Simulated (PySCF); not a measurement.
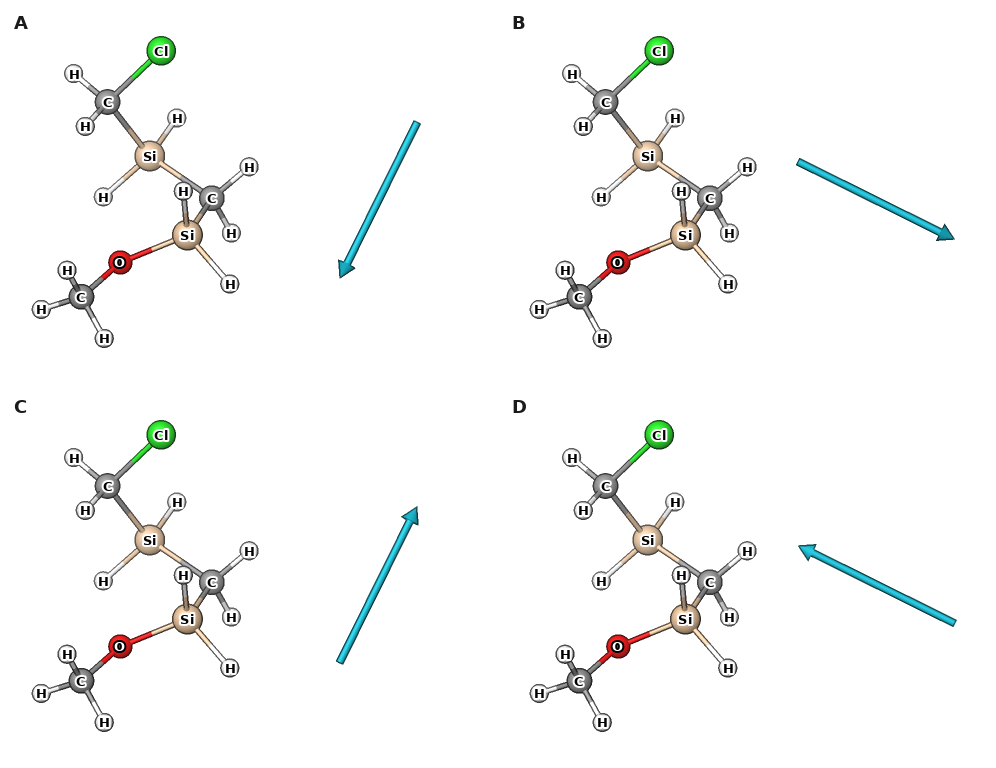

The same molecule four times, each with an arrow. The computed structure is the end point of a GFN2-xTB optimisation. No frequency run is at hand to confirm it as a minimum. Properties computed with PBE0/pcSseg-1, gas phase (PySCF 2.14.0).

**Which arrow points along the dipole moment, from the negative to the positive end?**

A. The dipole moment is 2.36 D.

The geometry is semi-empirical. Around Si such bond lengths and angles can be off by a tenth of an ångström or more and by several degrees, and values that hang on the shape move with them.
